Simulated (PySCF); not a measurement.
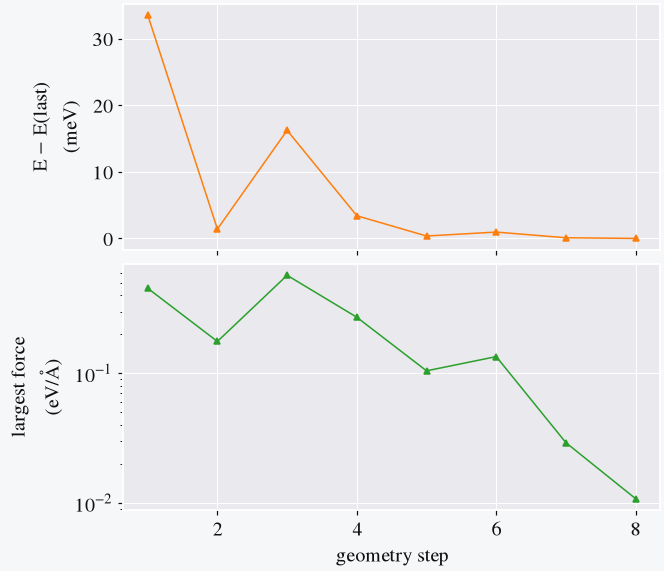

History of a geometry optimisation.

The run: C$_{2}$H$_{7}$N$_{2}$ (SMILES [H]/N=C/C[NH3+]) (charge +1), by PySCF 2.14.0, density fitting, PBE0-D3(BJ)/def2-SVP, geometry optimisation.

How did the optimisation end?

Answer. The optimisation met its thresholds at geometry 8, counting the start as the first. The energy fell by about 34 meV from the first step to the last, with a rise at steps 3 and 6. The largest force goes from about 0.45 eV/Å at the start to 0.011 eV/Å at the end.
